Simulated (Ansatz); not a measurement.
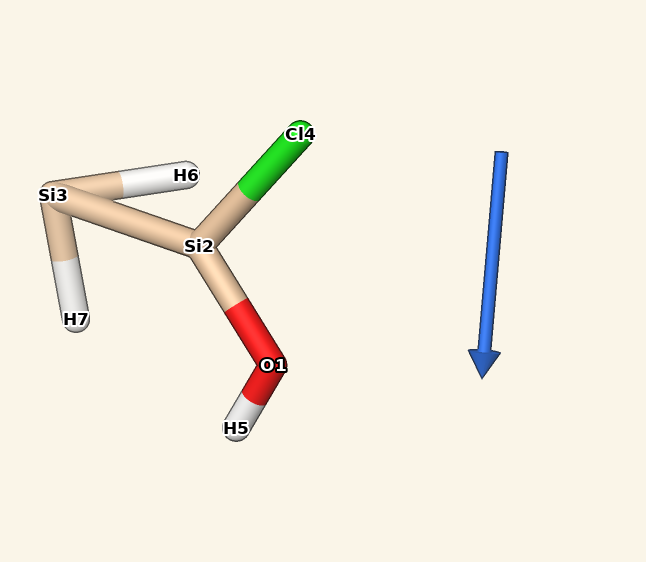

The arrow beside the molecule shows the direction of the dipole moment, from the negative to the positive end (its length means nothing). The computed structure is the end point of a PBE-D4/def2-SVP optimisation. No frequency run is at hand to confirm it as a minimum. Method: RKS PBE-D4/def2-SVP (Ansatz 0.2.0).

### How large is the dipole moment?

1.93 D; it points from the side of Cl4 to the side of H5 (the outermost atoms at the two ends).
